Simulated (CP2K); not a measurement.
# GeTe (SMILES [Ge][Te]) at BLYP-D3(BJ)/DZVP-MOLOPT-SR-GTH (core potential)

Aim: the vertical singlet–triplet gap of GeTe at BLYP-D3(BJ)/DZVP-MOLOPT-SR-GTH (core potential), from 2 runs. 

The calculation is run with CP2K 2026.2.

5 further runs of the same task are left out: 2 that didn't finish, 3 set aside as unsound or not needed.

## 1. The system as given

The species is GeTe (2 atoms), meant as a singlet with charge 0. SMILES: `[Ge][Te]`. The bond length is the measured one.

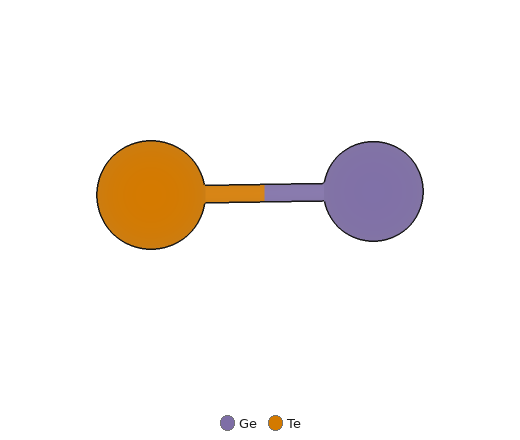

Viewed from a chosen angle; germanium purple, tellurium orange.

## 2. A single-point energy at BLYP-D3(BJ)/DZVP-MOLOPT-SR-GTH (core potential)

Contents of run.inp:

```
&GLOBAL
    PROJECT run
    RUN_TYPE ENERGY
    PRINT_LEVEL MEDIUM
&END GLOBAL

&FORCE_EVAL
    METHOD Quickstep
    &DFT
        BASIS_SET_FILE_NAME BASIS_MOLOPT
        POTENTIAL_FILE_NAME GTH_POTENTIALS
        ! Quickstep
        &QS
            METHOD GPW
            EPS_DEFAULT 1.0E-10
        &END QS
        &MGRID
            CUTOFF 400
            REL_CUTOFF 50
            NGRIDS 4
        &END MGRID
        ! isolated system
        &POISSON
            PERIODIC NONE
            POISSON_SOLVER MULTIPOLE
        &END POISSON
        ! self-consistent field
        &SCF
            SCF_GUESS ATOMIC
            EPS_SCF 1.0E-06
            MAX_SCF 40
            &OT
                MINIMIZER CG
                PRECONDITIONER FULL_SINGLE_INVERSE
            &END OT
            &OUTER_SCF
                EPS_SCF 1.0E-06
                MAX_SCF 10
            &END OUTER_SCF
        &END SCF
        ! exchange and correlation
        &XC
            &XC_FUNCTIONAL BLYP
            &END XC_FUNCTIONAL
            &VDW_POTENTIAL
                POTENTIAL_TYPE PAIR_POTENTIAL
                &PAIR_POTENTIAL
                    TYPE DFTD3(BJ)
                    PARAMETER_FILE_NAME dftd3.dat
                    REFERENCE_FUNCTIONAL BLYP
                    R_CUTOFF 15
                &END PAIR_POTENTIAL
            &END VDW_POTENTIAL
        &END XC
        ! extra output
        &PRINT
            &MOMENTS
                PERIODIC F
                REFERENCE COM
                MAX_MOMENT 1
            &END MOMENTS
            &MO_CUBES
                NLUMO 3
                NHOMO -1
                WRITE_CUBE F
            &END MO_CUBES
            &HIRSHFELD OFF
            &END HIRSHFELD
        &END PRINT
    &END DFT
    &SUBSYS
        ! vacuum box
        &CELL
            ABC 7 7 9.3
            PERIODIC NONE
        &END CELL
        &COORD
            Ge     0.000000     0.000000     0.000000
            Te     0.000000     0.000000     2.340165
        &END COORD
        &TOPOLOGY
            &CENTER_COORDINATES
            &END CENTER_COORDINATES
        &END TOPOLOGY
        &KIND Ge
            BASIS_SET DZVP-MOLOPT-SR-GTH-q4
            POTENTIAL GTH-BLYP-q4
        &END KIND
        &KIND Te
            BASIS_SET DZVP-MOLOPT-SR-GTH-q6
            POTENTIAL GTH-BLYP-q6
        &END KIND
    &END SUBSYS
&END FORCE_EVAL
```

The run is started by

```sh
OMP_NUM_THREADS=1 cp2k.psmp -i run.inp > run.out 2>&1
```

The log of the run:

```text
CP2K| version string:                                       CP2K version 2026.2
[...]
 GLOBAL| Method name                                                        CP2K
[...]
 GLOBAL| Run type                                                         ENERGY
[...]
 DFT| Spin restricted Kohn-Sham (RKS) calculation                            RKS
 DFT| Multiplicity                                                             1
[...]
 DFT| Charge                                                                   0
[...]
 FUNCTIONAL| BECKE88:
 FUNCTIONAL| LYP:
[...]
 QS| Method:                                                                 GPW
[...]
 QS| Density cutoff [a.u.]:                                                200.0
[...]
 QS| Relative density cutoff [a.u.]:                                        25.0
[...]
                             - Atoms:                                          2
[...]
                             - Spherical basis functions:                     26
[...]
 Number of electrons:                                                         10
[...]
     1 OT CG       0.80E-01    0.5     0.25274289       -11.3051575577 -1.13E+01
[...]
    28 OT CG       0.20E+00    0.5     0.00000082       -11.9839092218 -1.54E-11
  *** SCF run converged in    28 steps ***
[...]
  Overlap energy of the core charge distribution:               0.00000011221576
  Self energy of the core charge distribution:                -26.01995116394162
  Core Hamiltonian energy:                                      5.48877008893180
  Hartree energy:                                              11.34842858194594
  Exchange-correlation energy:                                 -2.79658641616844
  Dispersion energy:                                           -0.00457042481161
  Total energy:                                               -11.98390922182817
[...]
                     Mulliken Population Analysis
 #  Atom  Element  Kind  Atomic population                           Net charge
       1     Ge       1          3.834459                              0.165541
       2     Te       2          6.165541                             -0.165541
 # Total charge                             10.000000                  0.000000
[...]
  Dipole moment [Debye]
    X=  0.1258976E-04 Y=  0.1045302E-04 Z= -0.1454613E+01  Total=      1.4546131
[...]
 HOMO - LUMO gap [eV] :    2.925528
 ENERGY| Total FORCE_EVAL ( QS ) energy [hartree]            -11.983909221828165
[...]
```

Wall time 21 s (1 thread of Arm Neoverse V1, shared host); peak memory 0.49 GiB.

## 3. The triplet

Contents of qs.inp:

```
&GLOBAL
   PROJECT_NAME qs
   RUN_TYPE ENERGY
   PRINT_LEVEL MEDIUM
&END GLOBAL

&FORCE_EVAL
   METHOD QS
   &DFT
      BASIS_SET_FILE_NAME BASIS_MOLOPT
      POTENTIAL_FILE_NAME GTH_POTENTIALS
      MULTIPLICITY 3
      LSD T
      # Quickstep
      &QS
         METHOD GPW
         EPS_DEFAULT 1.0E-10
      &END QS
      # real-space grids
      &MGRID
         CUTOFF 400
         REL_CUTOFF 50
         NGRIDS 4
      &END MGRID
      # isolated system
      &POISSON
         PERIODIC NONE
         POISSON_SOLVER MULTIPOLE
      &END POISSON
      # self-consistent field
      &SCF
         SCF_GUESS ATOMIC
         EPS_SCF 1.0E-06
         MAX_SCF 50
         &OT
            MINIMIZER DIIS
            PRECONDITIONER FULL_ALL
         &END OT
         &OUTER_SCF
            EPS_SCF 1.0E-06
            MAX_SCF 5
         &END OUTER_SCF
      &END SCF
      &XC
         &XC_FUNCTIONAL BLYP
         &END XC_FUNCTIONAL
         &VDW_POTENTIAL
            POTENTIAL_TYPE PAIR_POTENTIAL
            &PAIR_POTENTIAL
               TYPE DFTD3(BJ)
               PARAMETER_FILE_NAME dftd3.dat
               REFERENCE_FUNCTIONAL BLYP
               R_CUTOFF 15
            &END PAIR_POTENTIAL
         &END VDW_POTENTIAL
      &END XC
      # extra output
      &PRINT
         &MOMENTS
            PERIODIC F
            REFERENCE COM
            MAX_MOMENT 1
         &END MOMENTS
         &MO_CUBES
            NLUMO 3
            NHOMO -1
            WRITE_CUBE F
         &END MO_CUBES
         &HIRSHFELD OFF
         &END HIRSHFELD
      &END PRINT
   &END DFT
   &SUBSYS
      # vacuum box
      &CELL
         ABC 7 7 9.3
         PERIODIC NONE
      &END CELL
      &COORD
         Ge     3.500000     3.500000     3.479918
         Te     3.500000     3.500000     5.820082
      &END COORD
      &KIND Ge
         BASIS_SET DZVP-MOLOPT-SR-GTH-q4
         POTENTIAL GTH-BLYP-q4
      &END KIND
      &KIND Te
         BASIS_SET DZVP-MOLOPT-SR-GTH-q6
         POTENTIAL GTH-BLYP-q6
      &END KIND
   &END SUBSYS
&END FORCE_EVAL
```

The run is started by

```sh
OMP_NUM_THREADS=1 cp2k.psmp -i qs.inp > qs.out 2>&1
```

The log of the run:

```text
CP2K| version string:                                       CP2K version 2026.2
[...]
 GLOBAL| Method name                                                        CP2K
[...]
 GLOBAL| Run type                                                         ENERGY
[...]
 DFT| Spin unrestricted (spin-polarized) Kohn-Sham calculation               UKS
 DFT| Multiplicity                                                             3
[...]
 DFT| Charge                                                                   0
[...]
 FUNCTIONAL| BECKE88:
 FUNCTIONAL| LYP:
[...]
 QS| Method:                                                                 GPW
[...]
 QS| Density cutoff [a.u.]:                                                200.0
[...]
 QS| Relative density cutoff [a.u.]:                                        25.0
[...]
                             - Atoms:                                          2
[...]
                             - Spherical basis functions:                     26
[...]
 Number of electrons:                                                          6
[...]
     1 OT DIIS     0.15E+00    0.9     0.12327351       -11.3717074650 -1.14E+01
[...]
    33 OT DIIS     0.15E+00    1.0     0.00000081       -11.8918291847 -1.21E-09
  *** SCF run converged in    33 steps ***
[...]
  Overlap energy of the core charge distribution:               0.00000011221736
  Self energy of the core charge distribution:                -26.01995116394162
  Core Hamiltonian energy:                                      5.65413729337313
  Hartree energy:                                              11.31391739702625
  Exchange-correlation energy:                                 -2.83536239850046
  Dispersion energy:                                           -0.00457042492452
  Total energy:                                               -11.89182918474985
[...]
                     Mulliken Population Analysis
 #  Atom  Element  Kind  Atomic population (alpha,beta) Net charge  Spin moment
       1     Ge       1         2.490184     1.509453     0.000363     0.980731
       2     Te       2         3.509816     2.490547    -0.000363     1.019269
 # Total charge and spin        6.000000     4.000000    -0.000000     2.000000
[...]
  Dipole moment [Debye]
    X= -0.3456711E-04 Y=  0.4049202E-04 Z=  0.2711016E+00  Total=      0.2711016
[...]
 HOMO - LUMO gap [eV] :    0.277101
 ENERGY| Total FORCE_EVAL ( QS ) energy [hartree]            -11.891829184749851
[...]
```

Wall time 82 s (1 thread of Arm Neoverse V1, shared host); peak memory 0.61 GiB.

## 4. What came out

At BLYP-D3(BJ)/DZVP-MOLOPT-SR-GTH (core potential):

```
                                        quantity          value
                           singlet: total energy   -11.98391 Eh
                          singlet: dipole moment         1.45 D
                            singlet: HOMO energy       -5.45 eV
                            singlet: LUMO energy       -2.53 eV
                          singlet: HOMO–LUMO gap        2.93 eV
                      singlet: dispersion energy  -12.00 kJ/mol
                           triplet: total energy   -11.89183 Eh
                          triplet: dipole moment         0.27 D
     triplet: HOMO energy (highest over α and β)       -2.91 eV
                      triplet: dispersion energy  -12.00 kJ/mol
                                   triplet: ⟨S²⟩          2.005
vertical energy of the triplet above the singlet       2.506 eV
```

What this shows: At this shape the triplet lies 2.51 eV (242 kJ/mol) above the singlet.
